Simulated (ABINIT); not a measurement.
# Quasiparticle gap of MgS (Niningerite) in ABINIT, part 2 of 2

How does a plane-wave GW calculation on MgS (Niningerite) run from the first input to the gap?

ABINIT 10.8.3; LDA and many-body steps on it, plane waves. Known limits of the many-body steps: not at the basis limit; coarse k mesh.

So far. Step 2 (Ground state): The gap is indirect, with the least direct gap 0.92 eV higher. Step 3 (Bands along the symmetry lines): The gap is 2.559 eV, as in the run before at this level.

### 4. Empty states on the mesh, 4×4×4 mesh, 54 bands

Level of this step: DFT, LDA, plane waves, norm-conserving pseudopotentials (ABINIT).

The sums over transitions need many empty states on a uniform mesh; this step solves for them.

File run.abi:

```
acell 3*1.0 Angstrom
rprim 
  0.000000000000 2.601650000000 2.601650000000
  2.601650000000 0.000000000000 2.601650000000
  2.601650000000 2.601650000000 0.000000000000
ntypat 2
znucl 12 16
natom 2
typat 1 2
xred 
  0.000000000000 0.000000000000 0.000000000000
  0.500000000000 0.500000000000 0.500000000000
pp_dirpath "pseudos"
pseudos "Mg.upf, S.upf"
ecut 38
ngkpt 4 4 4
nshiftk 1
shiftk 0 0 0
kptopt 1
chksymbreak 0
iscf -2
irdden 1
istwfk *1
nband 54
nbdbuf 4
tolwfr 1e-09
nstep 60
prtvol 0
indata_prefix "in"
outdata_prefix "out"
tmpdata_prefix "tmp"
```

Started as:

```bash
$ OMP_NUM_THREADS=1 mpirun -n 4 abinit run.abi > log
```

Numbers of over 12 decimals in the logs are rounded to 6 here.

The program printed:

```text
.Version 10.8.3 of ABINIT. v10.8.2 released Aug 2026.

 Symmetries : space group Fm -3 m (#225); Bravais cF (face-center cubic)
[... echo of the input left out ...]
== DATASET  1 ==================================================================
-   mpi_nproc: 4, omp_nthreads: 1 (-1 if OMP is not activated)

--- !DatasetInfo
iteration_state: {dtset: 1, }
dimensions: {natom: 2, nkpt: 8, mband: 54, nsppol: 1, nspinor: 1, nspden: 1, mpw: 2698, }
cutoff_energies: {ecut:  38.0, pawecutdg:  -1.0, }
electrons: {nelect:   1.60000000E+01, charge:   0.00000000E+00, occopt:   1.00000000E+00, tsmear:   1.00000000E-02, }

 Real(R)+Recip(G) space primitive vectors, cartesian coordinates (Bohr,Bohr^-1):
 R(1)=  0.0000000  4.9164060  4.9164060  G(1)= -0.1017003  0.1017003  0.1017003
 R(2)=  4.9164060  0.0000000  4.9164060  G(2)=  0.1017003 -0.1017003  0.1017003
 R(3)=  4.9164060  4.9164060  0.0000000  G(3)=  0.1017003  0.1017003 -0.1017003
 Unit cell volume ucvol=  2.3766937E+02 bohr^3
 Angles (23,13,12)=  6.00000000E+01  6.00000000E+01  6.00000000E+01 degrees

 getcut: wavevector=  0.0000  0.0000  0.0000  ngfft=  40  40  40
         ecut(hartree)=     38.000   => boxcut(ratio)=   2.07320

--- Pseudopotential description ------------------------------------------------
- Mg Generated using ONCVPSP code by D. R. Hamann
- 12.00000  10.00000  180309                  znucl, zion, pspdat
12 -1012 1 -1 1510                            pspcod,pspxc,lmax,lloc,mmax
     nproj     2     2     0
  pspatm : epsatm=    9.23542517
         --- l  ekb(1:nproj) -->
             0    2.239033   -0.828749
             1   -6.545315   -2.523783
 pspatm: atomic psp has been read  and splines computed

- S Generated using ONCVPSP code by D. R. Hamann
- 16.00000   6.00000  180309                  znucl, zion, pspdat
12 -1012 2 -1 1132                            pspcod,pspxc,lmax,lloc,mmax
     nproj     2     2     2
  pspatm : epsatm=    8.64647033
         --- l  ekb(1:nproj) -->
             0    6.829465    0.577472
[...]
pspatm: atomic psp has been read  and splines computed

--------------------------------------------------------------------------------

================================================================================
 prteigrs : about to open file out_EIG
 Non-SCF case, kpt    1 (  0.00000  0.00000  0.00000), residuals and eigenvalues=
  4.21E-10  9.54E-11  1.41E-10  5.90E-10  6.14E-11  1.35E-10  1.32E-10  3.99E-10
  1.17E-10  1.20E-10  1.81E-10  5.08E-10  1.95E-10  3.78E-10  2.71E-10  1.64E-10
  1.06E-10  6.91E-10  1.31E-10  1.65E-10  2.17E-10  4.36E-10  4.63E-10  9.95E-10
[...]
7.14E-10  4.73E-10  1.03E-09  4.89E-09  4.02E-05  8.17E-06
 -2.5704E+00 -1.3727E+00 -1.3727E+00 -1.3727E+00 -3.1333E-01  1.5155E-01
  1.5155E-01  1.5155E-01  2.7930E-01  4.3940E-01  4.3940E-01  4.3940E-01
[...]
2.0713E+00  2.1032E+00  2.1032E+00  2.1032E+00  2.1728E+00  2.1920E+00
 prteigrs : prtvol=0 or 1, do not print more k-points.

--- !ResultsGS
iteration_state: {dtset: 1, }
comment   : Summary of ground state results
lattice_vectors:
- [  0.0000000,   4.9164060,   4.9164060, ]
- [  4.9164060,   0.0000000,   4.9164060, ]
- [  4.9164060,   4.9164060,   0.0000000, ]
lattice_lengths: [   6.95285,    6.95285,    6.95285, ]
lattice_angles: [ 60.000,  60.000,  60.000, ] # degrees, (23, 13, 12)
lattice_volume:   2.3766937E+02
convergence: {deltae:  0.000E+00, res2:  0.000E+00, residm:  9.954E-10, diffor:  0.000E+00, }
etotal    :  -7.04486377E+01
entropy   :   0.00000000E+00
fermie    :   1.51554438E-01
cartesian_stress_tensor: null
pressure_GPa: null
xred      :
- [  0.0000E+00,   0.0000E+00,   0.0000E+00, Mg]
- [  5.0000E-01,   5.0000E-01,   5.0000E-01,  S]
cartesian_forces: null
force_length_stats: {min: null, max: null, mean: null, }

 Integrated electronic density in atomic spheres:
 ------------------------------------------------
 Atom  Sphere_radius  Integrated_density
[...]
================================================================================

 ----iterations are completed or convergence reached----

 Mean square residual over all n,k,spin=   37.058E-11; max=  99.543E-11
 reduced coordinates (array xred) for    2 atoms
       0.000000000000      0.000000000000      0.000000000000
       0.500000000000      0.500000000000      0.500000000000

 cartesian coordinates (angstrom) at end:
    1      0.000000     0.000000     0.000000
    2      2.601650     2.601650     2.601650
 length scales=  1.889726125908  1.889726125908  1.889726125908 bohr
              =  1.000000000000  1.000000000000  1.000000000000 angstroms
 prteigrs : about to open file out_EIG
 Eigenvalues (hartree) for nkpt=   8  k points:
 kpt#   1, nband= 54, wtk=  0.01563, kpt=  0.0000  0.0000  0.0000 (reduced coord)
[...]
1.66779    1.66779    1.66779    1.73049    1.88175    1.88175    1.88175    2.00131
   2.00131    2.00131    2.01180    2.01180    2.01180    2.06964    2.07126    2.07126
   2.07126    2.10322    2.10322    2.10322    2.17275    2.19204
 prteigrs : prtvol=0 or 1, do not print more k-points.

== END DATASET(S) ==============================================================
================================================================================

 -outvars: echo values of variables after computation  --------
            nband          54
             nkpt           8
          spgroup         225
 [... the other variables as echoed above ...]

 Calculation completed.
```

Elapsed: 6.2 s, on 4 MPI ranks of Arm Neoverse V2, shared host; peak memory 0.28 GiB; 24 s of CPU time.

Numbers from this step:

- gap: 2.559 eV
- k of the valence top: 0, 0, 0
- k of the conduction bottom: 0.5, 0.5, 0
- least direct gap: 3.476 eV
- k points computed: 8
- lowest point of the top converged band, above the valence top: 53.1076 eV

On this mesh the gap is 2.559 eV.

### 5. Screening, 4×4×4 mesh, 50 bands, screening to 130.6 eV

The RPA dielectric matrix is built and inverted for each q.

This step: RPA screening on LDA, plane waves, norm-conserving pseudopotentials.

Changes to run.abi since step 4:

```diff
@@ -20,10 +20,11 @@
 chksymbreak 0
-iscf -2
-irdden 1
 istwfk *1
-nband 54
-nbdbuf 4
-tolwfr 1e-09
-nstep 60
-prtvol 0
+occopt 1
+irdwfk 1
+optdriver 3
+nband 50
+ecuteps 4.8
+inclvkb 2
+awtr 1
+symchi 1
 indata_prefix "in"
```

The program printed:

```text
.Version 10.8.3 of ABINIT. v10.8.2 released Aug 2026.

 Symmetries : space group Fm -3 m (#225); Bravais cF (face-center cubic)
[... echo of the input left out ...]
== DATASET  1 ==================================================================
-   mpi_nproc: 4, omp_nthreads: 1 (-1 if OMP is not activated)

--- !DatasetInfo
iteration_state: {dtset: 1, }
dimensions: {natom: 2, nkpt: 8, mband: 50, nsppol: 1, nspinor: 1, nspden: 1, mpw: 2698, }
cutoff_energies: {ecut:  38.0, pawecutdg:  -1.0, }
electrons: {nelect:   1.60000000E+01, charge:   0.00000000E+00, occopt:   1.00000000E+00, tsmear:   1.00000000E-02, }

 SCREENING: Calculation of the susceptibility and dielectric matrices

 Based on a program developped by R.W. Godby, V. Olevano, G. Onida, and L. Reining.
 Incorporated in ABINIT by V. Olevano, G.-M. Rignanese, and M. Torrent.
.Using double precision arithmetic ; gwpc =  8

[... cell and pseudopotentials left out ...]
--------------------------------------------------------------------------------

 ==== K-mesh for the wavefunctions ====
 Number of points in the irreducible wedge :     8
[... list of points left out ...]
 Together with 48 symmetry operations and time-reversal symmetry
 yields    64 points in the full Brillouin Zone.

 ==== Q-mesh for the screening function ====
 Number of points in the irreducible wedge :     8
[... list of points left out ...]
 Together with 48 symmetry operations and time-reversal symmetry
 yields    64 points in the full Brillouin Zone.

 setmesh: FFT mesh size selected  =    25x   25x   25
          total number of points  =        15625

 vcoul_init : cutoff-mode = AUXILIARY_FUNCTION
 q-points for optical limit:   1
     1)      0.000010    0.000020    0.000030

- screening: taking advantage of time-reversal symmetry
- Maximum band index for partially occupied states nbvw = 8
- Remaining bands to be divided among processors   nbcw = 42
- Number of bands treated by each node ~10

 Number of electrons calculated from density =   16.0000; Expected =   16.0000
 average of density, n =  0.067320
 r_s =    1.5249
 omega_plasma =   25.0282 [eV]

 calculating chi0 at frequencies [eV] :
  1    0.000000E+00    0.000000E+00
  2    0.000000E+00    2.502816E+01

--------------------------------------------------------------------------------
  q-point number  1        q = ( 0.000000, 0.000000, 0.000000) [r.l.u.]
--------------------------------------------------------------------------------
[... chi0 elements left out ...]
 For q-point:  0.000010 0.000020 0.000030
  dielectric constant =   6.5567
  dielectric constant without local fields =   7.5474

  Average fulfillment of the sum rule on Im[epsilon] for q-point    1 :     48.60  [%]
[... wings left out ...]
  q-point number  2        q = ( 0.250000, 0.000000, 0.000000) [r.l.u.]
--------------------------------------------------------------------------------
[... chi0 elements left out ...]
  Average fulfillment of the sum rule on Im[epsilon] for q-point    2 :     58.78  [%]

 [... 6 further q-points ...]
```

Run time: 4.6 s. Hardware: 4 MPI ranks; peak memory 0.49 GiB; 18 s of CPU time.

Numbers from this step:

```
ε∞ with local fields, on this mesh, along the program's q direction : 6.557
the same without local fields                                       : 7.547
plasma frequency                                                    : 25.03 eV
plane waves in the screening matrix                                 : 113
```

Local fields lower ε∞ by 13 %. On a Γ-centred mesh this coarse the value itself is usually too large, while a short band sum pulls it down.

### 6. Self-energy, 4×4×4 mesh, 50 bands, screening to 130.6 eV

The self-energy is evaluated for the states that the input lists, and the levels follow from it, in one-shot runs by the linearised quasiparticle equation.

This step: G0W0 on LDA, plane waves, norm-conserving pseudopotentials.

Changes to run.abi since step 5:

```diff
@@ -23,8 +23,17 @@
 irdwfk 1
-optdriver 3
+optdriver 4
 nband 50
+gwcalctyp 0
+ecutsigx 38
+symsigma 1
+nkptgw 2
+kptgw 
+  0.0000000000 0.0000000000 0.0000000000
+  0.5000000000 0.5000000000 0.0000000000
+bdgw 
+  6 12
+  7 10
 ecuteps 4.8
-inclvkb 2
-awtr 1
-symchi 1
+irdscr 1
+ppmodel 1
 indata_prefix "in"
```

The program printed:

```text
.Version 10.8.3 of ABINIT. v10.8.2 released Aug 2026.

 Symmetries : space group Fm -3 m (#225); Bravais cF (face-center cubic)
[... echo of the input left out ...]
== DATASET  1 ==================================================================
-   mpi_nproc: 4, omp_nthreads: 1 (-1 if OMP is not activated)

--- !DatasetInfo
iteration_state: {dtset: 1, }
dimensions: {natom: 2, nkpt: 8, mband: 50, nsppol: 1, nspinor: 1, nspden: 1, mpw: 2698, }
cutoff_energies: {ecut:  38.0, pawecutdg:  -1.0, }
electrons: {nelect:   1.60000000E+01, charge:   0.00000000E+00, occopt:   1.00000000E+00, tsmear:   1.00000000E-02, }

 SIGMA: Calculation of the GW corrections

 Based on a program developped by R.W. Godby, V. Olevano, G. Onida, and L. Reining.
 Incorporated in ABINIT by V. Olevano, G.-M. Rignanese, and M. Torrent.
.Using double precision arithmetic ; gwpc =  8

[... cell and pseudopotentials left out ...]
--------------------------------------------------------------------------------

 ==== K-mesh for the wavefunctions ====
 Number of points in the irreducible wedge :     8
[... list of points left out ...]
 Together with 48 symmetry operations and time-reversal symmetry
 yields    64 points in the full Brillouin Zone.

 ==== Q-mesh for screening function ====
 Number of points in the irreducible wedge :     8
[... list of points left out ...]
 Together with 48 symmetry operations and time-reversal symmetry
 yields    64 points in the full Brillouin Zone.

 vcoul_init : cutoff-mode = AUXILIARY_FUNCTION
 q-points for optical limit:   1
     1)      0.000010    0.000020    0.000030
 setmesh: FFT mesh size selected  =    40x   40x   40
          total number of points  =        64000

 Number of electrons calculated from density =   16.0000; Expected =   16.0000
 average of density, n =  0.067320
 r_s =    1.5249
 omega_plasma =   25.0282 [eV]

 === KS Band Gaps ===
  >>>> For spin  1
   Minimum direct gap =   3.4763 [eV], located at k-point      :   0.0000  0.0000  0.0000
   Fundamental gap    =   2.5588 [eV], Top of valence bands at :   0.0000  0.0000  0.0000
                                       Bottom of conduction at :   0.5000  0.5000  0.0000
 SIGMA fundamental parameters:
 PLASMON POLE MODEL  1
 number of plane-waves for SigmaX                 2685
 number of plane-waves for SigmaC and W            113
 number of plane-waves for wavefunctions          2685
 number of bands                                    50
 number of independent spin polarizations            1
 number of spinorial components                      1
 number of k-points in IBZ                           8
 number of q-points in IBZ                           8
 number of symmetry operations                      48
 number of k-points in BZ                           64
 number of q-points in BZ                           64
 number of frequencies for dSigma/dE                 9
 frequency step for dSigma/dE [eV]                0.25
 number of omega for Sigma on real axis              0
 max omega for Sigma on real axis  [eV]           0.00
 zcut for avoiding poles [eV]                     0.10

 EPSILON^-1 parameters (SCR file):
 dimension of the eps^-1 matrix on file            113
 dimension of the eps^-1 matrix used               113
 number of plane-waves for wavefunctions          2685
 number of bands                                    50
 number of q-points in IBZ                           8
 number of frequencies                               2
 number of real frequencies                          1
 number of imag frequencies                          1

 matrix elements of self-energy operator (all in [eV])

 Perturbative Calculation

--- !SelfEnergy_ee
iteration_state: {dtset: 1, }
kpoint     : [   0.000,    0.000,    0.000, ]
spin       : 1
KS_gap     :    3.476
QP_gap     :    5.110
Delta_QP_KS:    1.634
data: !SigmaeeData |
     Band     E0 <VxcDFT>   SigX SigC(E0)      Z dSigC/dE  Sig(E)    E-E0       E
        6   4.124 -13.284 -16.382   2.093   0.784  -0.276 -14.072  -0.787   3.337
        7   4.124 -13.284 -16.382   2.093   0.784  -0.276 -14.072  -0.787   3.337
        8   4.124 -13.284 -16.382   2.093   0.784  -0.276 -14.072  -0.787   3.337
        9   7.600 -11.356  -6.443  -3.867   0.809  -0.236 -10.510   0.846   8.447
       10  11.957  -9.766  -4.442  -4.160   0.812  -0.232  -8.821   0.945  12.902
       11  11.957  -9.766  -4.442  -4.160   0.812  -0.232  -8.821   0.945  12.902
       12  11.957  -9.766  -4.442  -4.160   0.812  -0.232  -8.821   0.945  12.902

--- !SelfEnergy_ee
iteration_state: {dtset: 1, }
kpoint     : [   0.500,    0.500,    0.000, ]
spin       : 1
KS_gap     :    4.261
QP_gap     :    6.069
Delta_QP_KS:    1.809
data: !SigmaeeData |
     Band     E0 <VxcDFT>   SigX SigC(E0)      Z dSigC/dE  Sig(E)    E-E0       E
        7   2.422 -12.459 -16.032   2.462   0.779  -0.284 -13.324  -0.865   1.557
        8   2.422 -12.459 -16.032   2.462   0.779  -0.284 -13.324  -0.865   1.557
        9   6.683 -10.852  -6.192  -3.505   0.817  -0.223  -9.908   0.944   7.627
       10   8.392  -8.957  -4.414  -3.657   0.821  -0.217  -8.229   0.728   9.119

== END DATASET(S) ==============================================================
================================================================================

 -outvars: echo values of variables after computation  --------
           etotal      0.0000000000E+00
            nband          50
             nkpt           8
          spgroup         225
 [... the other variables as echoed above ...]

 Calculation completed.
```

Wall time 2.8 s (4 MPI ranks); peak memory 0.16 GiB.

This step gave:

| Quantity | Value |
| --- | --- |
| G0W0 gap on the points computed | 4.290 eV |
| starting gap on the mesh | 2.559 eV |
| k of the valence top | 0, 0, 0 |
| k of the conduction bottom | 0.5, 0.5, 0 |
| Z at the valence top | 0.784 |
| Z at the conduction bottom | 0.817 |
| least direct G0W0 gap on the computed points | 5.110 eV |

The gap on the mesh goes from 2.56 eV to 4.29 eV, a correction of +1.73 eV.

Limits: finite bands, cutoff and mesh; coarse k mesh. v1 is the top filled band, c1 the lowest empty one. Levels before and after the correction, in eV, zero at the valence-band top of each column:

```tsv
	conduction bottom	valence top
Kohn-Sham	2.56	0.00
G0W0	4.29	0.00
```

```tsv
	level	energy (eV)
Kohn-Sham	Γ v3-v1	0.000
Kohn-Sham	Γ c1	3.476
Kohn-Sham	Γ c2-c4	7.833
Kohn-Sham	(0.5 0.5 0) v2-v1	-1.702
Kohn-Sham	(0.5 0.5 0) c1	2.559
Kohn-Sham	(0.5 0.5 0) c2	4.268
G0W0	Γ v3-v1	0.000
G0W0	Γ c1	5.110
G0W0	Γ c2-c4	9.565
G0W0	(0.5 0.5 0) v2-v1	-1.780
G0W0	(0.5 0.5 0) c1	4.290
G0W0	(0.5 0.5 0) c2	5.782
```

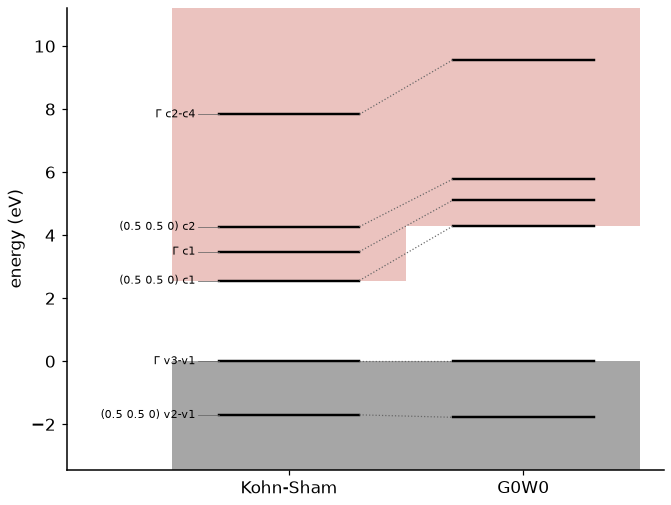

Levels before and after the correction. Shaded: valence and conduction bands.

### 7. Where the time went

Times are wall times on 4 MPI ranks of Arm Neoverse V2, shared host, good to a factor of about two.

```tsv
step	time	share	memory (GiB)
ground state	5.5 s	21 %	0.3
bands along the symmetry lines	7 s	27 %	0.29
empty states on the mesh	6.2 s	24 %	0.28
screening	4.6 s	18 %	0.49
self-energy	2.8 s	11 %	0.16
```

### 8. Outcome

```json
{"LDA gap": "2.56 eV, indirect", "G0W0 gap on the mesh": "4.29 eV", "GW settings": "4×4×4 mesh, 50 bands, screening to 130.6 eV, Godby-Needs plasmon pole", "known limits": "not at the basis limit; coarse k mesh"}
```

What this shows: G0W0 moves the gap on the mesh from 2.56 eV to 4.29 eV (+1.73 eV), with Z of 0.78 and 0.82 at the edges. Local fields lower the RPA ε∞ on this mesh from 7.55 to 6.56; a Γ-centred mesh this coarse tends to raise both, most where the direct gap is narrow, while a short band sum lowers them. Only 2 of the mesh's irreducible points were corrected, so a valley elsewhere could overtake. Bands and cutoff are finite, so the gap is not at the basis limit. The miss can reach some tenths of an eV and take either sign; the mesh is an error of its own. In the G0W0 run levels were corrected at 2 k points alone, so a gap called «on the mesh» is the least over those, and an edge elsewhere would be missed. The 4×4×4 mesh is coarse for this cell, which bears on the long-range parts of exchange and screening.

[Paths, hosts, dates, memory and timing lines, banners, echoed tables and standing remarks are left out of the program output.]

[Logs are printed without paths, hosts, clocks, repeated set-up lines and the standing remarks that a program may print on its own settings, such as how far it seeks lower states.]

[Runs of the session that timed out or met a known fault of the program may be left out.]

[Hosts, paths, dates, database ids (printed as entryN), source tags and the programs' standing remarks are cut or masked in the printed files.]

[G0W0 gaps are taken among the corrected bands and points alone; a level outside them can change the order at an edge.]

[Where Ansatz stands beside ABINIT at settings called matched, ABINIT's density can come from a denser mesh and the files from another edition; pairs whose starting gaps differed by over 0.03 eV were left out, so agreement reads better than it is.]
